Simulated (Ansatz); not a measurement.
CH₅O₂S: several calculations on one system

### Relaxation

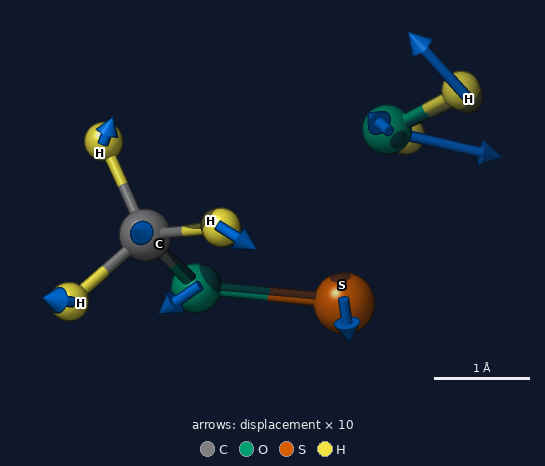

A relaxation of CH5O2S (charge +1). The starting structure is drawn faded, the final one solid; blue arrows show the displacements, magnified 10 times. The two geometries are superimposed by the best rigid fit.

Style: ball-and-stick. Shown from a free direction.

The run prepares an end point of a later path (torsion) calculation, from a guessed geometry.

These are results of RKS revPBE-D4/def2-SVP in Ansatz, not measurements. Settings: no spin polarisation; force threshold 0.015 eV/Å; at most 40 steps.

### Atoms of which element are displaced furthest, and by how much?

Hydrogen: up to 0.12 Å, against 0.06 Å for oxygen.

### What did the optimiser do to the structure, and how much energy did it gain?

The energy falls by 12.1 kJ/mol in 4 accepted moves (5 points after the start). Largest force component: 2.1 eV/Å at the start, 0.012 eV/Å at the end. The line search rejected the trial step at point 3 of the run. The atom that moves furthest after the best rigid fit is an H atom (0.12 Å). Largest moves by element: H 0.12 Å, O 0.06 Å, S 0.05 Å, C 0.04 Å. Among the contacts that change: O–S 1.980 → 2.035 Å, O–S 1.538 → 1.590 Å, C–O 1.429 → 1.476 Å, C–H 1.090 → 1.106 Å. Bond angles that change, for instance: H–O–H 110.1° → 107.8°, C–O–S 123.5° → 121.4°. Cost: 12 s on 1 thread of Intel(R) Xeon(R) Platinum 8375C CPU @ 2.90GHz (Ice Lake) (shared host), peak memory 0.14 GiB.

### Relaxation

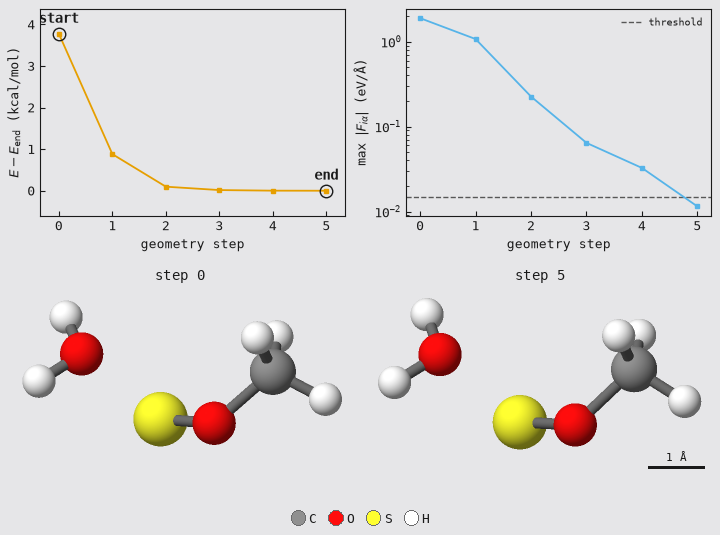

First and last geometry of a relaxation of CH5O2S (charge +1), with the history of the run. A ball-and-stick model, seen at a tilt.

The run prepares an end point of a later path (torsion) calculation, from a guessed geometry.

Computed with RKS revPBE-D4/def2-SVP (Ansatz 0.2.0). Set-up: no spin polarisation; force threshold 0.015 eV/Å; at most 40 steps.

**What do the curves and the structures tell?**

It converged. The atom that moves furthest after the best rigid fit is an H atom (0.12 Å). By element the largest moves are H 0.12 Å, S 0.06 Å, C 0.05 Å, O 0.05 Å. Among the contacts that change: O–S 1.979 → 2.035 Å, O–S 1.538 → 1.590 Å, C–O 1.429 → 1.476 Å, C–H 1.090 → 1.106 Å. Bond angles that change, for instance: O–C–H 112.2° → 105.0°, H–C–H 108.9° → 112.3°, O–C–H 108.0° → 110.6°. The energy falls by 3.77 kcal/mol in 5 geometry steps. Largest force component: 1.9 eV/Å at the start, 0.011 eV/Å at the end.

### Path

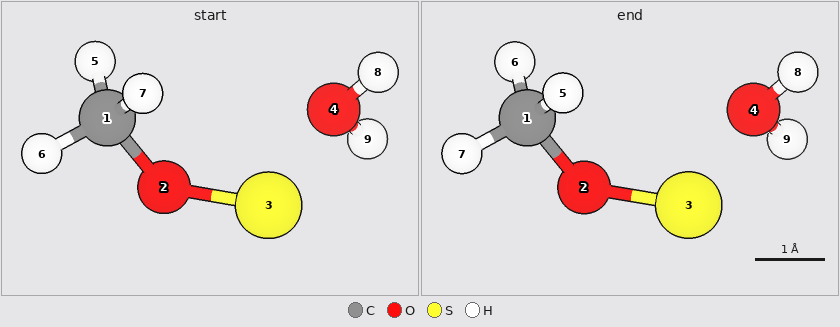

The two relaxed end points of a path for CH5O2S (charge +1). Style: ball-and-stick. Shown at a tilt.

The calculation used RKS revPBE-D4/def2-SVP in Ansatz.

The input:
```yaml
crystal:
  periodic: [false, false, false]
  atoms:
    - { symbol: C, position_ang: [-0.787509, 1.137134, 0.828457] }
    - { symbol: O, position_ang: [-0.657043, 0.699407, -0.574601] }
    - { symbol: S, position_ang: [-0.656703, -0.841901, -0.965545] }
    - { symbol: O, position_ang: [1.322916, -1.277082, -0.779732] }
    - { symbol: H, position_ang: [0.191219, 1.569497, 1.112331] }
    - { symbol: H, position_ang: [-1.561378, 1.927524, 0.812259] }
    - { symbol: H, position_ang: [-1.073161, 0.287539, 1.476629] }
    - { symbol: H, position_ang: [1.479169, -2.092226, -0.246374] }
    - { symbol: H, position_ang: [1.74249, -1.409892, -1.663434] }
total_charge: 1
basis:
  gaussian: { orbitals: def2-SVP }
hamiltonian:
  xc: revpbe
  dispersion: d4
neb:
  order_check: false
  images: 5
  f_tol: 0.05
  max_iterations: 60
  initial_path: idpp
  final_atoms:
    - { symbol: C, position_ang: [-0.84518322, 1.09525811, 0.82719438] }
    - { symbol: O, position_ang: [-1.02576172, 0.25337386, -0.37205271] }
    - { symbol: S, position_ang: [-0.55898024, -1.26654292, -0.39371365] }
    - { symbol: O, position_ang: [1.37737468, -1.05962761, -0.9834809] }
    - { symbol: H, position_ang: [-0.54881152, 0.47704659, 1.695247] }
    - { symbol: H, position_ang: [-0.07648763, 1.84806661, 0.56671721] }
    - { symbol: H, position_ang: [-1.8235436, 1.5883865, 0.98104933] }
    - { symbol: H, position_ang: [2.00080467, -1.56458264, -0.40956914] }
    - { symbol: H, position_ang: [1.5005886, -1.37137849, -1.91140153] }
```

Run as
```bash
ansatz run input.yaml --threads 1 --pin off --max-ram 2048MiB --backend cpu --events-out ev --progress --plain --runs-dir out
```

Q: Predict the minimum-energy path and its barrier.

A: The barrier is about 0.036 eV in both directions, with image 3 at the top; the ends have the same energy. The motion is a rotation about the C1–O2 bond by about 120°. No bond forms or breaks between the ends. Bond angles that change up to the highest image, for instance: O2–C1–H5 106.4° → 109.7°, O2–C1–H7 110.6° → 108.5°. The band converged in 4 iterations. The largest component of the band force went from 1.1 to 0.037 eV/Å. The climbing image converged on the top of the path. Its vibrational analysis gives one imaginary mode (117i cm⁻¹), as a transition state must have.

Energies of the converged images:

```
image  path (Å)  E (eV)
    0      0.00   0.000
    1      0.55   0.008
    2      1.10   0.026
    3      1.66   0.036
    4      2.17   0.028
    5      2.69   0.010
    6      3.21   0.000
```

The geometry at the top of the path:

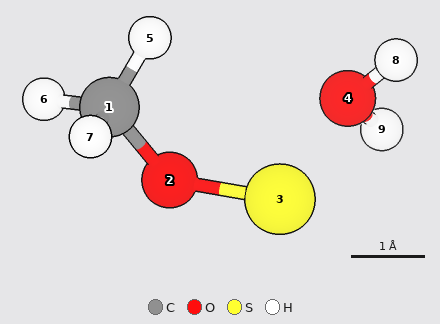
